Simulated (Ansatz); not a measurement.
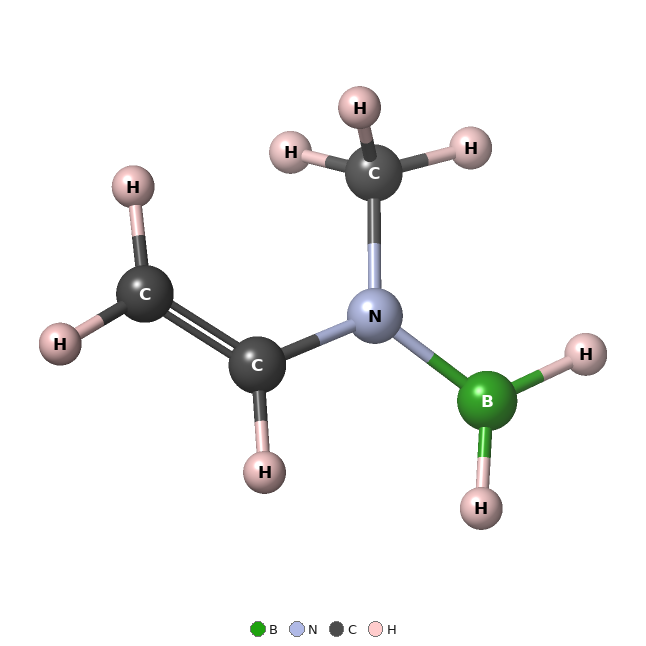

Figure made from data computed with Ansatz.

Multiple sticks mark multiple bonds (one Kekulé form).

Geometry: moved along internal coordinates away from the minimum.

Description:

It has 13 atoms: 3 carbon, 8 hydrogen, 1 boron and 1 nitrogen (C3H8BN). SMILES: `BN(C)C=C`. It has no ring. Among its groups: alkene, B–H bond. Coordination: 1 B trigonal planar; 1 N trigonal planar; 1 C tetrahedral; 2 C trigonal planar.
